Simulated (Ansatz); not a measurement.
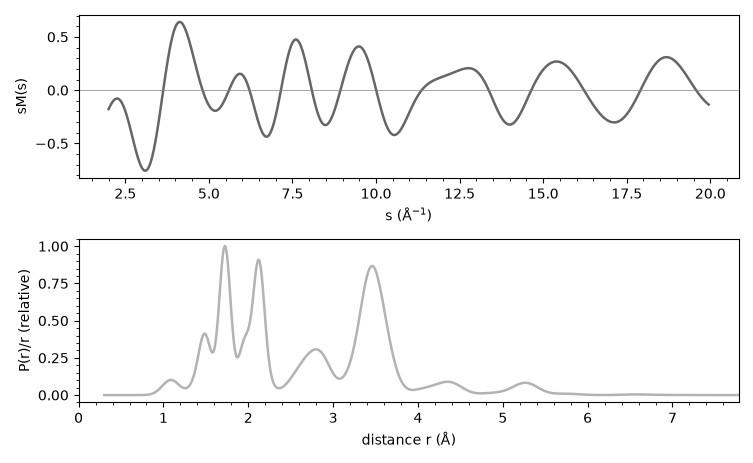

Simulated gas electron diffraction: reduced molecular intensity sM(s) from the Debye equation in the first Born approximation (top) and the radial distribution curve (bottom) of CH₆Al₂O₂S. Each pair of atoms contributes with weight ZᵢZⱼ/r; damping constant 0.001 Å²; vibrational amplitudes assumed, not computed: 0.05 Å for bonds, 0.078 Å for bonds to H, 0.06 + 0.015 r up to 0.15 Å for other pairs. The geometry is the end point of an optimisation (RKS revPBE-D4/STO-3G (Ansatz 0.2.0)); it may be a saddle point or a higher isomer. SMILES: [OH][Al]([SH])[CH2][O][AlH2].

**Assign the first 8 clear peaks of the radial distribution curve (– bonded, ··· not bonded).**

Peak 1, 1.09 Å: O–H 1.04 Å, C–H 1.12 Å (×2), not resolved
Peak 2, 1.49 Å: S–H 1.40 Å, O–C 1.49 Å, Al–H 1.51–1.52 Å (×2), not resolved
Peak 3, 1.72 Å: Al–O 1.72–1.73 Å (×2)
Peak 4, 2.12 Å: S–Al 2.12 Å, Al···H 2.13–2.22 Å (×2), not resolved; in its flanks Al–C 1.95 Å
Peak 5, 2.80 Å: Al···H 2.56–2.90 Å (×3), Al···C 2.71 Å, Al···O 2.87 Å, not resolved
Peak 6, 3.46 Å: S···O 3.40–3.50 Å (×2), S···Al 3.43 Å, S···C 3.44 Å, Al···Al 3.59 Å, not resolved
Peak 7, 4.35 Å: S···H 4.06–4.27 Å (×3), O···O 4.41 Å, not resolved
Peak 8, 5.26 Å: O···H 5.07–5.22 Å (×2), Al···O 5.27 Å, not resolved; in its flanks Al···H 4.87–5.75 Å
